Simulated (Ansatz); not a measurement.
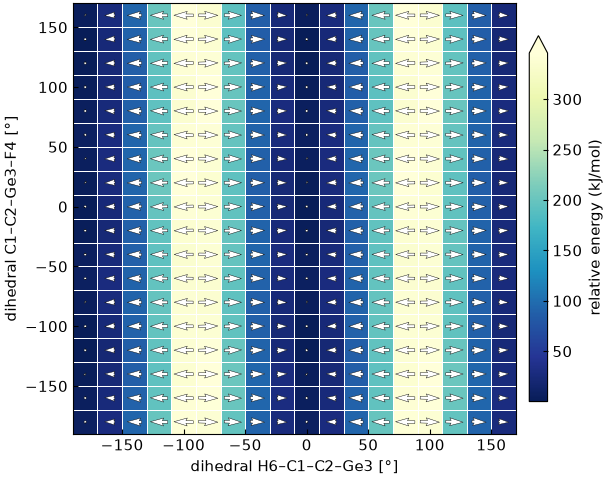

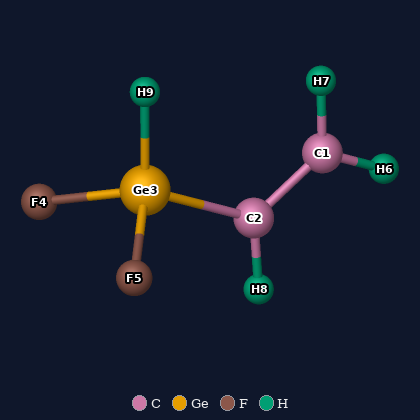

Energy landscape of C₂H₄F₂Ge, SMILES C=[CH][GeH]([F])[F]. 
- The first coordinate is: dihedral H6–C1–C2–Ge3; the second: dihedral C1–C2–Ge3–F4.
- Nothing is relaxed (all other coordinates rigid).
- The grid has 18 × 18 points.
- Energies: kJ/mol, counted from the relaxed molecule at the same level.
- The dihedral twists a double bond; near 90° a spin-restricted reference is unreliable.
- All numbers below come from RHF/def2-SVP in Ansatz.

The picture shows one coloured cell a grid point, arrows along the force (downhill), their lengths compressed, one colour for all values above the top of the scale. The second picture is the structure at the lowest point.

Where are the lowest and the highest points?

The lowest grid point is at dihedral H6–C1–C2–Ge3 = −180°, dihedral C1–C2–Ge3–F4 = 120°, 0.08 kJ/mol from the relaxed molecule at the same level. The same energy is found at dihedral H6–C1–C2–Ge3 = −180°, dihedral C1–C2–Ge3–F4 = 0°. Other grid points that lie below all their neighbours: dihedral H6–C1–C2–Ge3 = 0°, dihedral C1–C2–Ge3–F4 = 0° (0.05 kJ/mol higher); dihedral H6–C1–C2–Ge3 = 0°, dihedral C1–C2–Ge3–F4 = 120° (0.06 kJ/mol higher). The highest grid point, dihedral H6–C1–C2–Ge3 = −80°, dihedral C1–C2–Ge3–F4 = −140°, lies 346 kJ/mol above the lowest.

The input of one point:

```yaml
crystal:
  periodic: [false, false, false]
  atoms:
    - { symbol: C, position_ang: [-1.222249, 1.019991, -0.149265] }
    - { symbol: C, position_ang: [-0.207299, 0.336149, -0.660318] }
    - { symbol: Ge, position_ang: [0.885014, -0.813382, 0.418824] }
    - { symbol: F, position_ang: [0.803614, -2.422935, -0.170038] }
    - { symbol: F, position_ang: [2.540838, -0.414726, 0.210607] }
    - { symbol: H, position_ang: [-1.839191, 1.669616, -0.760207] }
    - { symbol: H, position_ang: [-1.490078, 0.968042, 0.901074] }
    - { symbol: H, position_ang: [0.018509, 0.423656, -1.718204] }
    - { symbol: H, position_ang: [0.582165, -0.833314, 1.90577] }
basis:
  gaussian: { orbitals: def2-SVP }
hamiltonian:
  xc: hf
output:
  forces: true
```

The whole map (324 points run) took 15 min on 1 thread of Arm Neoverse V2, with other jobs on the host.
